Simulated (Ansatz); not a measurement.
**C$_{2}$H$_{4}$···OH (doublet): density, localisation and related maps**

```xyz
8

H    -0.2818   -1.2957    0.2861
O     0.8783   -0.9070   -2.1072
C    -0.2364   -0.3657    0.8636
C    -0.4410    0.8167    0.2763
H     1.1752   -0.4347   -1.2973
H    -0.0274   -0.4503    1.9348
H    -0.4083    1.7549    0.8394
H    -0.6585    0.8818   -0.7956
```

Level of theory: UKS r2SCAN-D4/cc-pVDZ (Ansatz 0.2.0).

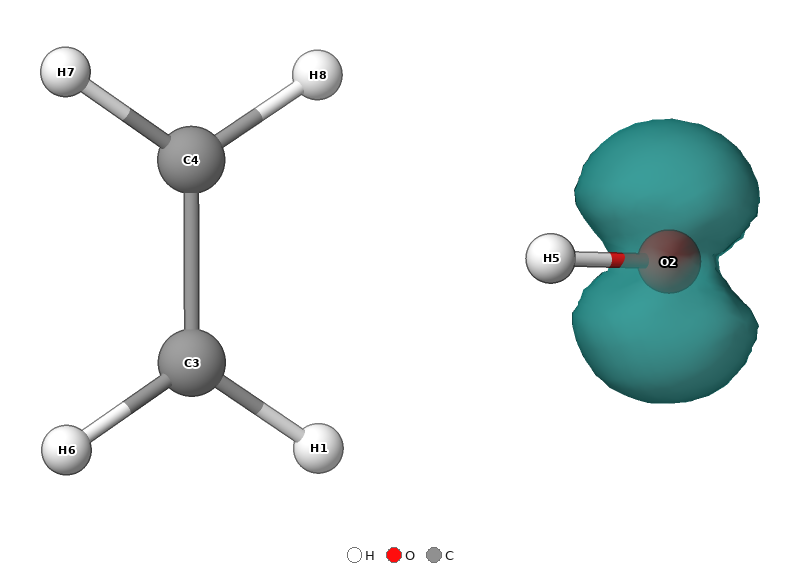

Figure 1. Isosurfaces of the spin density (α minus β) at +0.15 (teal) and −0.15 e/Å³ (pink), seen across its widest extent.

**Describe the spin distribution.**

The unpaired spin (1 electron) lies mostly on O2 (about 1.0), in electrons by Hirshfeld's partition. Only one sign reaches the isovalue.

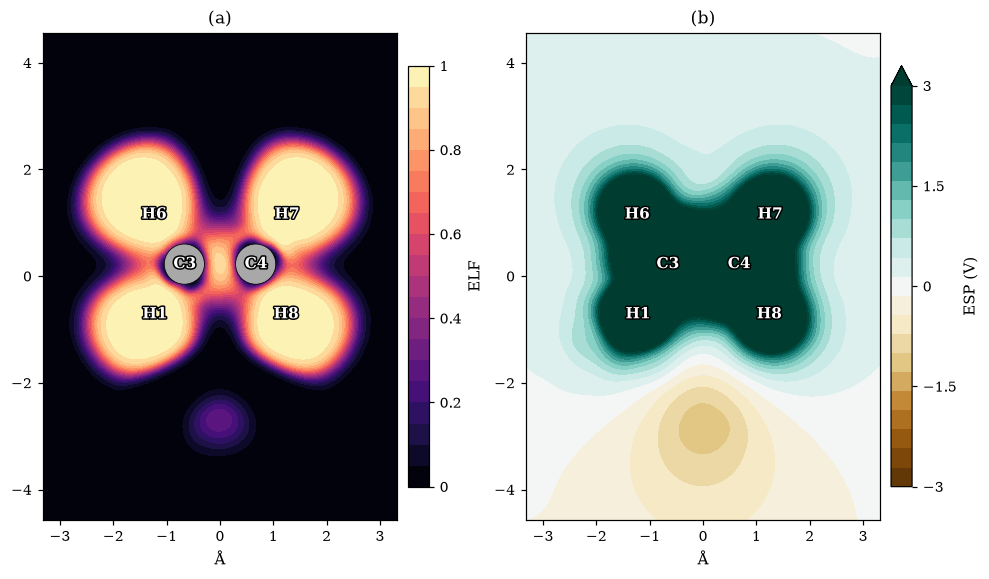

Figure 2. (a) electron localisation function; (b) electrostatic potential on the plane of atoms C4, C3 and H6. Grey discs cover the atomic cores in the ELF map.

**What do the fields say about this system?**

The plane passes through H and C nuclei.
C–C (1.34 Å): the ELF peaks at about 0.95 between the atoms; a short, multiple covalent bond.
C–H (1.09 Å): the ELF climbs to about 1 towards the hydrogen, as it does in any bond to H (an ordinary covalent bond to hydrogen).
Outside the dense part of the complex the potential is most negative (−1.2 V) near O2, which lies off the plane.

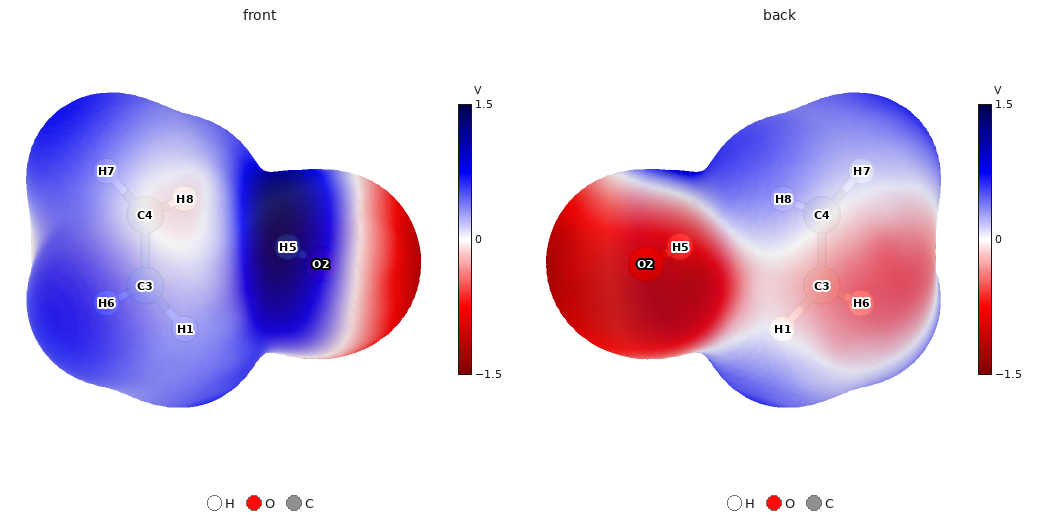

Figure 3. The molecular electrostatic potential painted on the density surface at 0.001 e/bohr³, seen from the front and from behind; red is negative and blue positive.

**Where is the surface potential most negative and most positive?**

The most negative region (about −1.2 V, or −28 kcal/mol for a unit charge) lies over O2, the most positive (about +1.4 V, or +32 kcal/mol for a unit charge) over H5. O2 is the likeliest acceptor of a hydrogen bond.
